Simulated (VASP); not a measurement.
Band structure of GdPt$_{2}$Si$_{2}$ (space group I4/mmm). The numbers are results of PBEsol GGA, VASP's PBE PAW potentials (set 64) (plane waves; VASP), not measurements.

The 4f electrons are frozen in the core of the lanthanide potential, so 4f levels, which can set the real gap, and their magnetism are missing.  Unless said otherwise, spin-orbit coupling is left out, though it shifts the bands of the heavy elements here.

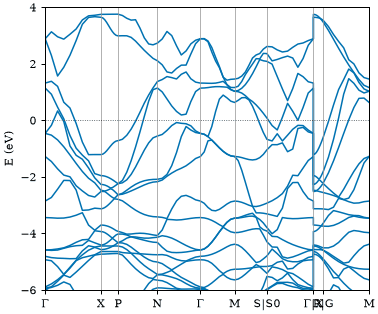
Bands along high-symmetry lines, zero at the valence-band maximum or, without a gap, the Fermi level

**Question.** Read the plot: is there a gap, and where are the band edges?

**Answer.** It has no gap at this level: it comes out as a metal or semimetal. (Edges off the drawn lines would not show.)

The structure comes from a computed database's GdPt2Si2 entry (I4/mmm); how it stands against other phases isn't given here. It was relaxed first. The electron count is odd and the run is not spin-polarised, which forces a metal.
